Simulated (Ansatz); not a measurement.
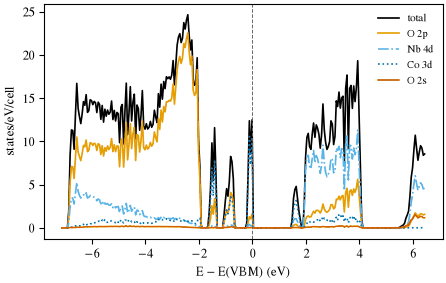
*Total and projected density of states of CoLi$_{2}$Nb$_{4}$O$_{12}$ in space group P1 (No. 1; Pearson symbol aP19), plane-wave PAW r²SCAN (Ansatz code)*

Q: Which orbitals carry the states next to the gap?

A: Top 1 eV of the valence band: Co 3d 65 %, O 2p 29 %. Bottom 1 eV of the conduction band: Nb 4d 67 %, Co 3d 16 %, O 2p 14 %. Projections are on Löwdin-orthogonalised atomic valence shells; empty p or d shells of many metals are not among them.

Q: Where is the tallest occupied peak in this window, and what makes it?

A: Near -2.4 eV, about 25 states/eV per cell; the largest projected share is O 2p.

The start of the workflow was typed in or built on a structure type; neither database checked (COD, Materials Project) lists it. Whether it is the stable phase at ambient conditions was not checked. The cell was relaxed with r²SCAN under the symmetry of its start; whether a distortion lowers the energy is not shown. Magnetic state: ferromagnetic, the only order run, not a proven ground state. Other orbital occupations within this spin state were not tried. No Hubbard U is applied. Spin–orbit coupling is left out wherever it is not named.

Potentials: the later of the program's two PAW sets.
